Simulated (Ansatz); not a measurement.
## Frequency calculation of GeClF4

System: GeClF4, multiplicity 2.
Method: UKS PBE0-D4/def2-SVP (Ansatz 0.2.0).

It belongs to a series of runs on one base structure; here: vibrations at the highest image of the band. Figures and captions count atoms from 1; the log counts them from 0 in places.

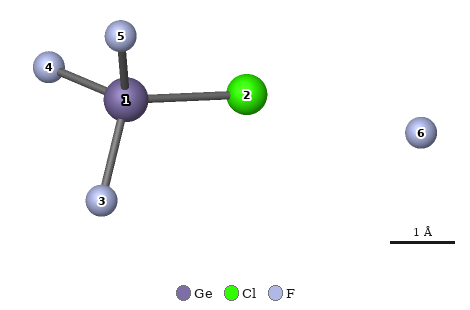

**Figure 1.** The input geometry (ball-and-stick view, seen at a tilt; atoms are numbered from 1 in the order of the input). Sticks mark near contacts. Bond lengths as drawn: Cl–Ge 2.10 Å and F–Ge 1.70 Å.

### Input
```yaml
crystal:
  periodic: [false, false, false]
  atoms:
    - { symbol: Ge, position_ang: [-0.036008, 0.0, -0.043085] }
    - { symbol: Cl, position_ang: [-0.238515, 0.0, 2.043645] }
    - { symbol: F, position_ang: [1.605136, 0.0, -0.504864] }
    - { symbol: F, position_ang: [-0.765805, 1.37583, -0.736356] }
    - { symbol: F, position_ang: [-0.765805, -1.37583, -0.736356] }
    - { symbol: F, position_ang: [0.202596, 0.0, 5.038815] }
magnetization:
  spin_polarized: true
  initial_magnetization: 1
basis:
  gaussian: { orbitals: def2-SVP }
hamiltonian:
  xc: pbe0
  dispersion: d4
phonons: {}
```

Hardware: 4 threads of Arm Neoverse V2, 24 GiB of memory available, shared host.

Command:
```bash
ansatz run input.yaml --threads 4 --pin off --max-ram 5120MiB --backend cpu --events-out ev --progress --plain --runs-dir out
```

### What the program printed
```
Engine: ansatz 0.2.0, aarch64-unknown-linux-gnu
Functional definition: PBE0
  parameter a = 0.25
  parameter kappa = 0.804
  parameter beta = 0.06672455060314922
  exchange = (1 - a)*pbe_x(kappa = kappa, mu = beta*pi^2/3) + a*exact_x
  correlation = pbe_c(beta = beta)
1056 factors; integrals over basis functions are off by at most 3.3e-4 eV
mean field evaluation 1: about -79851.2514 eV, gradient 5.3e1 eV
mean field evaluation 2: about -79481.8286 eV, gradient 1.4e2 eV
mean field evaluation 4: about -79855.3057 eV, gradient 3.9e1 eV
mean field evaluation 8: about -79867.5176 eV, gradient 9.9e0 eV
mean field evaluation 16: about -79867.9162 eV, gradient 5.1e-2 eV
mean field evaluation 32: about -79867.9162 eV, gradient 4.6e-2 eV
mean field evaluation 64: about -79867.9179 eV, gradient 2.2e-3 eV
mean field evaluation 96: about -79867.9173 eV, gradient 1.7e-2 eV
mean field -79867.91799163 eV, -2935.0918497731 hartree, gradient 4.2e-10 eV, S^2 0.751108; 4 other end points of the search recorded, 0 dependent functions left out
the calculation of the forces begins
reference -79867.91801118 eV, -2935.0918504918 hartree; 43, 42 occupied and 63, 64 virtual orbitals, 1056 factors
these checks for a lower state are left out or cut short: stability, starts, cluster_reference, orbital_swaps, neighbouring_geometries, increment
1056 factors; integrals over basis functions are off by at most 3.4e-4 eV
mean field -79867.91785555 eV, -2935.0918447722 hartree, gradient 4.9e-6 eV, S^2 0.751107; 0 other end points of the search recorded, 0 dependent functions left out
[... from here on the field's lines of each further geometry are left out, up to the last ...]
the calculation of the forces begins
reference -79867.91802092 eV, -2935.0918508497 hartree; 43, 42 occupied and 63, 64 virtual orbitals, 1056 factors
these checks for a lower state are left out or cut short: stability, starts, cluster_reference, orbital_swaps, neighbouring_geometries, increment
1056 factors; integrals over basis functions are off by at most 3.3e-4 eV
mean field evaluation 352: about -79867.9177 eV, gradient 2.9e-1 eV
mean field -79867.91798141 eV, -2935.0918493978 hartree, gradient 1.4e-6 eV, S^2 0.751108; 0 other end points of the search recorded, 0 dependent functions left out
the calculation of the forces begins
reference -79867.91800097 eV, -2935.0918501164 hartree; 43, 42 occupied and 63, 64 virtual orbitals, 1056 factors
WARN: phonons: modes at or below zero, which the zero-point energy, F, S and C_V leave out: 1, the lowest at -18.10 cm⁻¹. A minimum has none, and a first-order saddle one
Total energy: -79868.02812709 eV, -2935.0958971768 hartree
Atom 0 at    -0.036008     0.000000    -0.043085 Å, force     0.004451    -0.000000    -0.001328 eV/Å
Atom 1 at    -0.238515     0.000000     2.043645 Å, force    -0.001271     0.000000     0.003097 eV/Å
Atom 2 at     1.605136     0.000000    -0.504864 Å, force    -0.000319     0.000000     0.000416 eV/Å
Atom 3 at    -0.765805     1.375830    -0.736356 Å, force    -0.001549    -0.000412    -0.000682 eV/Å
Atom 4 at    -0.765805    -1.375830    -0.736356 Å, force    -0.001549     0.000412    -0.000682 eV/Å
Atom 5 at     0.202596     0.000000     5.038815 Å, force     0.000239    -0.000000    -0.000821 eV/Å
Dipole moment:    -0.026418     0.000000     0.266091 e Å
Vibrations: -18.10 4.92 55.95 169.84 170.15 241.68 242.03 263.67 472.80 742.71 791.76 791.88 cm⁻¹, zero-point energy 0.244707 eV
```

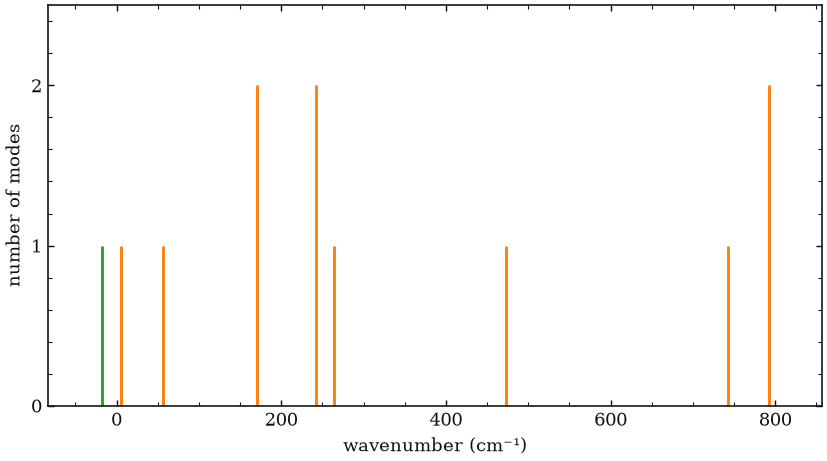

**Figure 2.** Harmonic vibrational wavenumbers from the force constants; neighbouring modes closer than 4 cm⁻¹ are counted in one stick, and imaginary ones are drawn at negative wavenumbers. 12 modes from 18i to 792 cm⁻¹, 1 imaginary beyond 8i (18i cm⁻¹): not a clean minimum; so soft a mode can be a shallow saddle, an incomplete relaxation or noise of the force constants.

### Summary

| quantity | value |
| --- | --- |
| outcome | converged |
| total energy | −79868.0281 eV |
| mean-field energy | −79867.9180 eV |
| ⟨S²⟩ | 0.751 |
| largest force (length of the vector) | 0.005 eV/Å |
| wall time | 1.7 min (CPU time 6.5 min) |
| peak memory | 0.47 GiB |
